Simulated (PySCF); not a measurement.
**C$_{3}$H$_{7}$F$_{2}$Si$_{2}$ (SMILES C=C([SiH2][SiH2])C(F)F) (doublet): density, localisation and related maps**

```tsv
atom	x (Å)	y (Å)	z (Å)
C	-0.9815	1.6715	-0.1706
C	-0.6803	0.3939	-0.3338
Si	0.9151	-0.2524	-1.1259
Si	2.3354	-0.7863	0.5702
C	-1.6161	-0.6698	0.1313
F	-0.9374	-1.6972	0.7205
F	-2.5105	-0.2465	1.0604
H	-0.3157	2.4432	-0.5176
H	-1.8912	2.0016	0.3076
H	0.5426	-1.4478	-1.9041
H	1.2145	0.7870	-2.1315
H	3.7208	-1.1423	0.2482
H	2.3942	0.0521	1.7709
H	-2.1906	-1.1075	-0.7027
```

Geometry: GFN2-xTB.

These are results of UKS B3LYP, pcH-1 on C F H Si, non-relativistic, mean-field spin-orbit, GIAO (PySCF), not measurements.

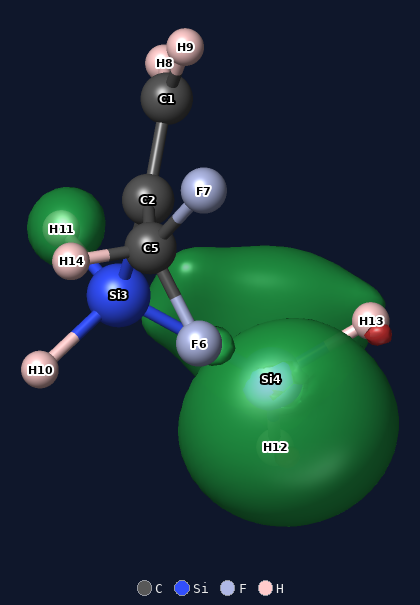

Figure 1. Isosurfaces of the spin density at +0.015 (green) and −0.015 e/Å³ (red), seen at an oblique angle.

Q: Where is the unpaired spin?

A: The unpaired spin (1 electron) lies mostly on Si4 (about 0.8) and Si3 (about 0.1), in electrons by Hirshfeld's partition.

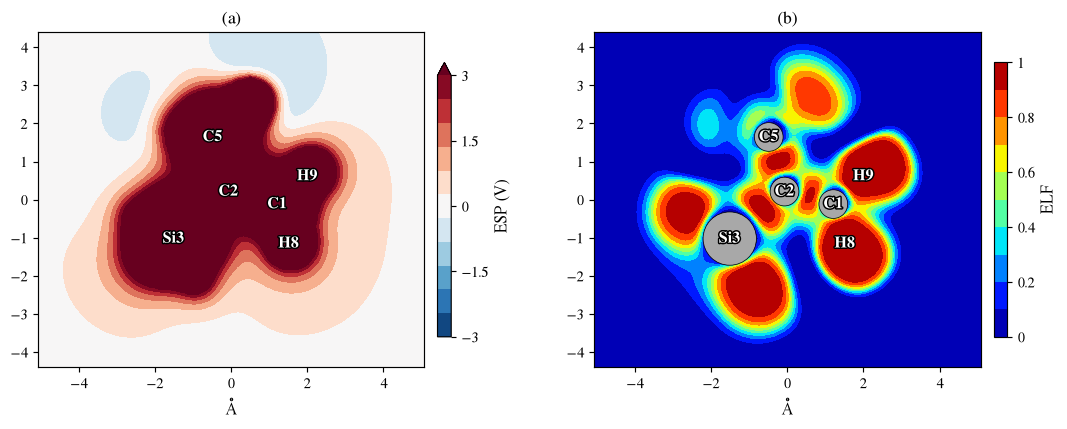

Figure 2. (a) electrostatic potential; (b) electron localisation function on the plane of atoms H8, C1 and H9. Grey discs cover the atomic cores in the ELF map.

Q: What does the map show?

A: Atoms in the plane: C, Si and H.
C–C (1.32 Å): the ELF peaks at about 0.95 between the atoms (a short, multiple covalent bond).
C–Si (1.89 Å): the ELF peaks at about 0.95 between the atoms, as expected for localised, covalent bonding.
C–H (1.08 Å): the ELF climbs to about 1 towards the hydrogen, as it does in any bond to H; a covalent bond by its length.
C–C (1.49 Å): the ELF peaks at about 0.95 between the atoms, as expected for a shared electron pair.
The ELF also peaks beside F7, away from the bonds: non-bonding electrons, paired or unpaired.
Outside the dense part of the molecule the potential is most negative (−0.8 V) near F7, which lies off the plane.

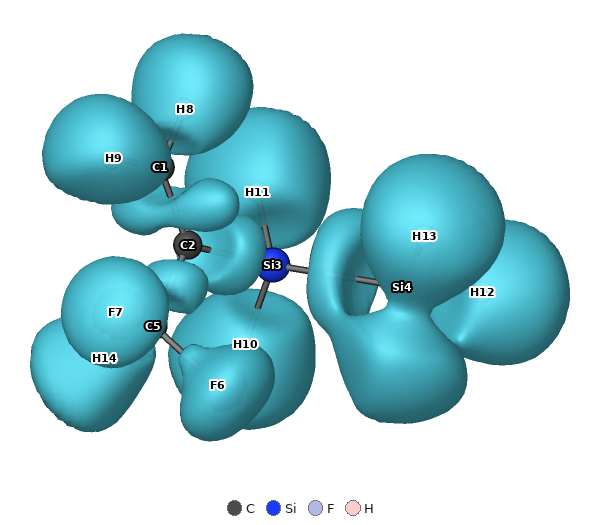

Figure 3. Isosurface of the electron localisation function at 0.75 (cyan), seen at a tilt. Core shells and regions of very low density are left out.

Q: Identify the bonds, lone pairs and shells in this picture.

A: The ELF exceeds this value in two regions between bonded C–C atoms (shared pairs), one region between bonded C–Si atoms (shared pairs), five regions around hydrogen nuclei, two regions on F in which the atom's valence shell and bonds are merged and one joined region spread over several atoms (H, Si), in which their bonds and any lone pairs are merged.


 C–F (1.36 Å): the ELF peaks at about 0.80 between the atoms, as expected for a shared but strongly polarised pair.
